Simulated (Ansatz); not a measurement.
# BAs: pressure series

Base system: BAs in the zinc blende structure (space group F-43m, No. 216; a = 4.7839 Å).

Cell and atoms are relaxed at each pressure.

All numbers come from Ansatz (a first-principles code) r2SCAN, spin-orbit coupling left out.

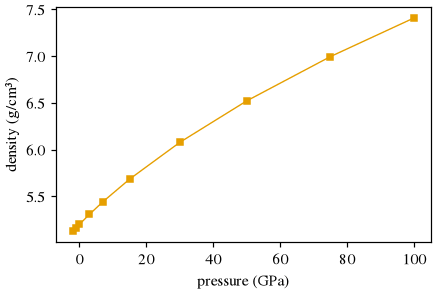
Figure: Density against pressure

```csv
pressure (GPa),density
-2,5.13 g/cm³
-1,5.16 g/cm³
3,5.31 g/cm³
7,5.44 g/cm³
15,5.69 g/cm³
30,6.08 g/cm³
50,6.52 g/cm³
75,7.00 g/cm³
100,7.41 g/cm³
```

Load acts through the strain it causes; cell and atoms are relaxed under it. Stability against distortions was not tested. No other phases were tried under pressure.
